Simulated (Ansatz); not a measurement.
How methods differ on CH5B (BH2Me)

The species is CH5B (7 atoms), meant as a singlet with charge 0. SMILES: `[H]B([H])C`. Geometry: relaxed at GFN2-xTB.

```tsv
atom	x (Å)	y (Å)	z (Å)
B	0.4448	0.7811	0.0063
H	1.6149	0.7823	0.0090
H	-0.1297	1.7981	-0.0614
C	-0.3372	-0.5740	0.0397
H	-0.4056	-0.9294	-0.9911
H	-1.3583	-0.4963	0.4055
H	0.1709	-1.3619	0.5920
```

Each level gives the energy change with the B1–H2 bond stretched from 1.170 to 2.925 Å (eV). The values are calculated.

```
                       level                    kind  program  value (eV)  less FCI/STO-3G  CPU time (all runs)
   B3LYP/STO-3G (restricted)           global hybrid   Ansatz        7.52            +2.03                1.7 s
    PBE0/STO-3G (restricted)           global hybrid   Ansatz        7.83            +2.34                1.6 s
 wB97M-V/STO-3G (restricted)  range-separated hybrid   Ansatz        8.16            +2.67                 27 s
  B2PLYP/STO-3G (restricted)           double hybrid   Ansatz        7.36            +1.87                2.1 s
 RPA@PBE/STO-3G (restricted)                     RPA   Ansatz        6.43            +0.94                2.4 s
CCSDT(Q)/STO-3G (restricted)   coupled cluster or CI   Ansatz        5.50            +0.01               0.41 s
   CCSDT/STO-3G (restricted)   coupled cluster or CI   Ansatz        5.50            +0.01               0.35 s
  CCSDTQ/STO-3G (restricted)   coupled cluster or CI   Ansatz        5.49             0.00                6.3 s
                  FCI/STO-3G      exact in the basis   Ansatz        5.49             0.00                 22 s
```

FCI/STO-3G is exact within its basis and frozen core, so for wave-function methods in that basis the difference is their error; functionals converge differently with the basis, so for them it is only a difference. The first shape isn't each level's own minimum. The values span 5.49 to 8.16 eV. All rows use very small basis sets, so none should be taken for the real molecule's value. In so small a basis fixed costs decide the times, and correlated methods can beat functionals. Times are those of the runs behind each value, whatever else they computed, on shared processors of several kinds: orders of magnitude only.

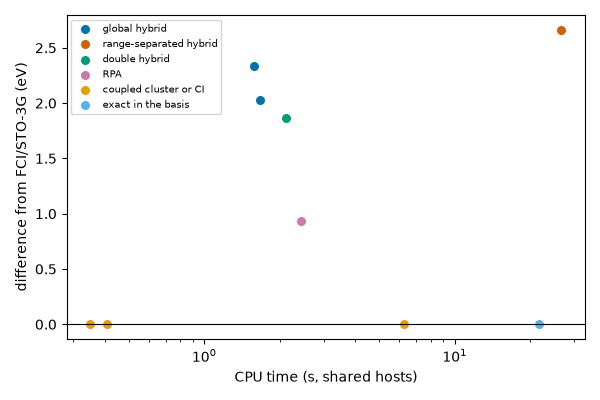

Difference from FCI/STO-3G against processor time, one point a level.
